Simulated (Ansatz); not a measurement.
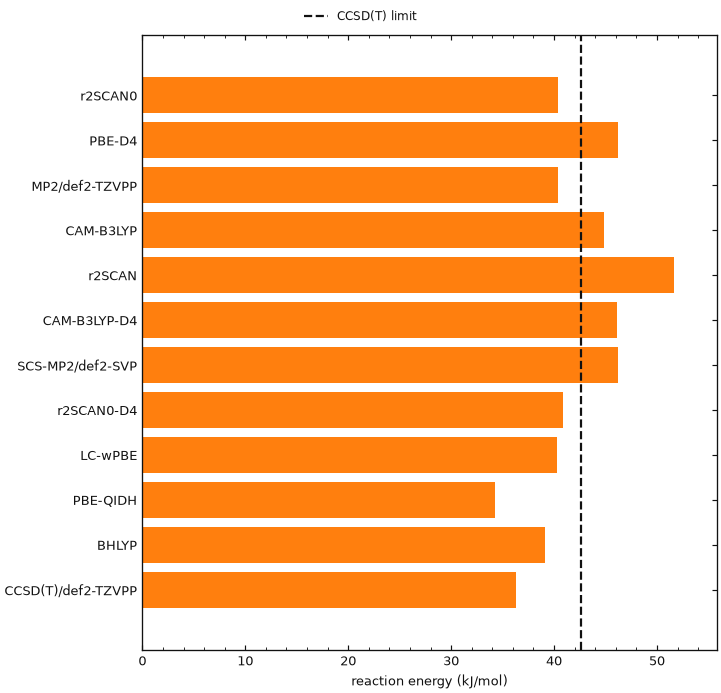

Electronic reaction energy of SnSiH₃ClF₂ ([F][Sn]([F])([SiH3])[Cl]) + H₂ ([H][H]) → SnSiH₄ClF ([F][SnH]([SiH3])[Cl]) + HF (F) (SMILES in brackets) at several levels (functionals in def2-TZVPP unless a basis is named), isolated molecules at PBE0-D4 triple-zeta geometries, minima by their frequencies, no zero-point or thermal terms, the Ansatz code. The line is frozen-core CCSD(T) at the basis limit (MP2 extrapolated from triple and quadruple zeta, plus CCSD(T) less MP2 in a smaller set). PBE-QIDH holds a correlation term that converges slowly with the basis, so part of the distance to the limit is basis error. No dispersion term is added to r2SCAN0, CAM-B3LYP, r2SCAN, LC-wPBE, PBE-QIDH and BHLYP. The distance of MP2/def2-TZVPP, SCS-MP2/def2-SVP and CCSD(T)/def2-TZVPP to the limit includes basis error. Core potentials past Kr. The limit lies 6.3 kJ/mol from CCSD(T)/def2-TZVPP, so the line itself is uncertain by a part of that.

### What do zero-point energy and temperature add?

Zero-point change 10.9 kJ/mol; at 298.15 K and 1 bar the CCSD(T) limit plus thermal terms gives an enthalpy of reaction of 50.8 and a free energy of 45.6 kJ/mol (harmonic PBE0-D4 modes, ideal gas).

### Give the values.

| level | kJ/mol | less CCSD(T) limit |
| --- | --- | --- |
| r2SCAN0 | 40.4 | −2.3 |
| PBE-D4 | 46.2 | 3.6 |
| MP2/def2-TZVPP | 40.4 | −2.2 |
| CAM-B3LYP | 44.8 | 2.2 |
| r2SCAN | 51.7 | 9.0 |
| CAM-B3LYP-D4 | 46.1 | 3.5 |
| SCS-MP2/def2-SVP | 46.2 | 3.6 |
| r2SCAN0-D4 | 40.8 | −1.8 |
| LC-wPBE | 40.3 | −2.3 |
| PBE-QIDH | 34.3 | −8.3 |
| BHLYP | 39.1 | −3.5 |
| CCSD(T)/def2-TZVPP | 36.3 | −6.3 |
| CCSD(T) limit | 42.7 | 0.0 |

Known limits of this run: outer-core shells are correlated without core-valence functions, which makes the correlated values less sure; spin-orbit coupling is left out, and with Sn it can shift these values.
